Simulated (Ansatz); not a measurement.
## How methods differ on [SiPH4]− (SMILES [SiH2-]P)

The species is [SiPH4]− (6 atoms), meant as a singlet with charge -1. As SMILES, `[SiH2-]P`. Geometry: relaxed at GFN2-xTB. This is one conformer, not always the lowest.

Quantity: the vertical energy of the triplet above the singlet, in eV. The values are calculated.

```csv
level,kind,program,value (eV),less FCI/STO-3G
BLYP/STO-3G,GGA,Ansatz,6.53,-0.40
B3LYP/STO-3G,global hybrid,Ansatz,6.65,-0.28
BHLYP/STO-3G,global hybrid,Ansatz,6.75,-0.18
PBE0/STO-3G,global hybrid,Ansatz,6.61,-0.32
RPA@PBE/STO-3G,RPA,Ansatz,6.96,+0.03
CCSD(T)/STO-3G,coupled cluster or CI,Ansatz,6.93,0.00
CCSDT(Q)/STO-3G,coupled cluster or CI,Ansatz,6.93,0.00
FCI/STO-3G,exact in the basis,Ansatz,6.93,0.00
```

FCI/STO-3G is exact within its basis and frozen core, so for wave-function methods in that basis the difference is their error; functionals converge differently with the basis, so for them it is only a difference. Sets without diffuse functions describe the anion poorly. The values span 6.53 to 6.96 eV. A triplet this far above the singlet is often a Rydberg-like or dissociative state; sets without diffuse functions put Rydberg states too high. All rows use very small basis sets, so even the best lies far from the true value.

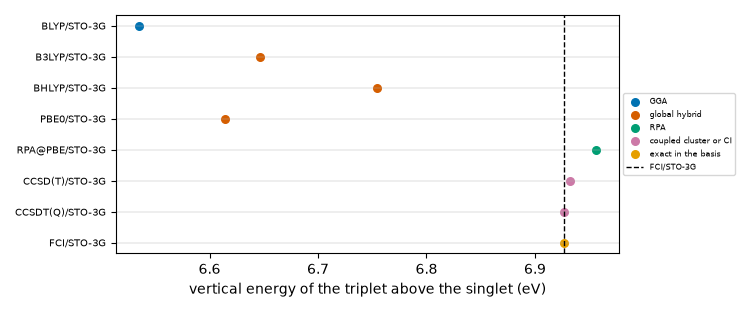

The values of the table, level by level.
